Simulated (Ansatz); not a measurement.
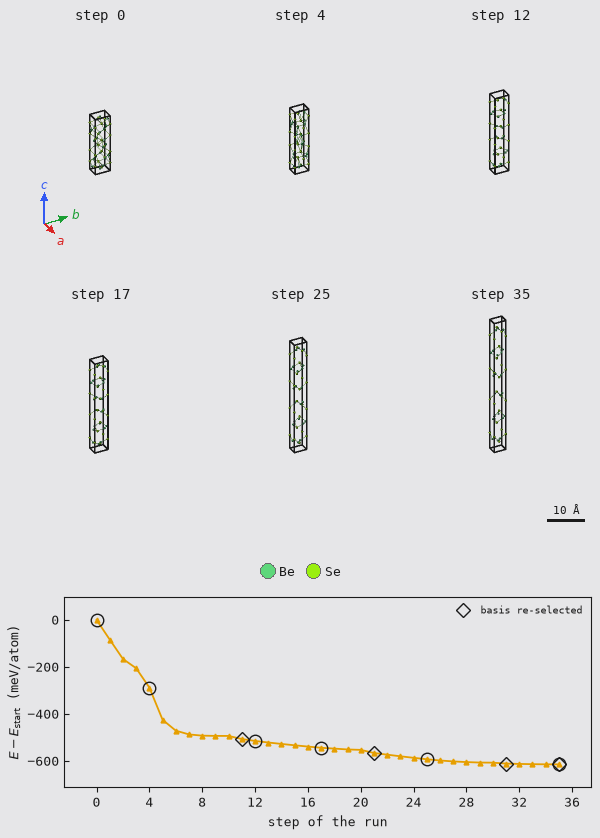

Frames of a relaxation of a crystal of Be3Se2 (built on the corundum_167 type) (coarse preliminary run), marked on the history of the run. The picture is a ball-and-stick view of the conventional cell (3 times the calculation's cell), seen slightly off an axis. Lengths and directions refer to the drawn axes.

Case: corundum type (R-3c, No. 167).

These are results of Ansatz, DFT PBE, scalar-relativistic, plane waves, PAW, not measurements.

Input file:
```yaml
crystal:
  lattice:
    - [2.893266823, 1.6704283791, 5.2661801015]
    - [-2.893266823, 1.6704283791, 5.2661801015]
    - [0.0, -3.3408567582, 5.2661801015]
  atoms:
    - { symbol: Be, position: [0.05625, 0.44375, 0.75] }
    - { symbol: Be, position: [0.75, 0.05625, 0.44375] }
    - { symbol: Be, position: [0.44375, 0.75, 0.05625] }
    - { symbol: Be, position: [0.94375, 0.55625, 0.25] }
    - { symbol: Be, position: [0.25, 0.94375, 0.55625] }
    - { symbol: Be, position: [0.55625, 0.25, 0.94375] }
    - { symbol: Se, position: [0.85218, 0.85218, 0.85218] }
    - { symbol: Se, position: [0.64782, 0.64782, 0.64782] }
    - { symbol: Se, position: [0.14782, 0.14782, 0.14782] }
    - { symbol: Se, position: [0.35218, 0.35218, 0.35218] }
basis:
  ecutwfc: 420
kpoints:
  mp_grid: { grid: [6, 6, 6] }
hamiltonian:
  xc: pbe
scf:
  occupations: { method: gaussian, width: 0.1 }
  lower_state_search: "off"
output:
  forces: true
  stress: true
  eigenvalues: true
relax:
  adjacent_minimum: "off"
  f_tol: 0.04
  max_steps: 70
  cell: { stress_tol: 0.4 }
```

Command:
```bash
ansatz run input.yaml --threads 1 --pin off --max-ram 2560MiB --backend cpu --events-out ev --progress --plain --runs-dir out
```

Q: Describe the path.

A: Over 31 accepted moves (35 points after the start) the energy falls by 614 meV per atom. Largest force component: 1.1 eV/Å at the start, 0.0055 eV/Å at the end. The pressure goes from 3.93 to 0.09 GPa. At 4 points the geometry stayed and the basis and grid were re-selected for the new cell (energy shift of 13.2 meV per atom at most each time). The largest moves relative to the cell, 1.02 Å, are those of Se7, Se8, Se9 and Se10. Se9 goes along −c. Largest moves by element: Se 1.02 Å, Be 0.16 Å. The volume changes by +48.0 %, with a = b 5.787 → 4.591 Å (−20.7 %), c 15.799 → 37.138 Å (+135.1 %). Near-neighbour distances that change, for instance: Se7–Se8 3.229 → 9.631 Å, Be1–Se7 2.397 → 4.974 Å, Be1–Se10 2.255 → 2.180 Å. Bonds break: Be1–Se7 (2.40 → 4.97 Å), Be1–Se8 (2.40 → 4.97 Å), Be2–Se7 (2.40 → 4.97 Å), Be2–Se8 (2.40 → 4.97 Å). Bond angles that change, for instance: Be1–Se10–Be2 101.2° → 84.5°. The space group stays R-3c (No. 167). From step 0 to 4: Se atoms move most (0.73 Å), volume −2.9 %, energy −288 meV per atom. From step 4 to 12: Be atoms move most (0.17 Å), volume +23.7 %, energy −227 meV per atom. From step 12 to 17: Se atoms move most (0.25 Å), volume +8.1 %, energy −29.1 meV per atom. From step 17 to 25: Se atoms move most (0.18 Å), volume +3.1 %, energy −48.8 meV per atom. From step 25 to 35: Se atoms move most (0.13 Å), volume +10.6 %, energy −21.6 meV per atom.
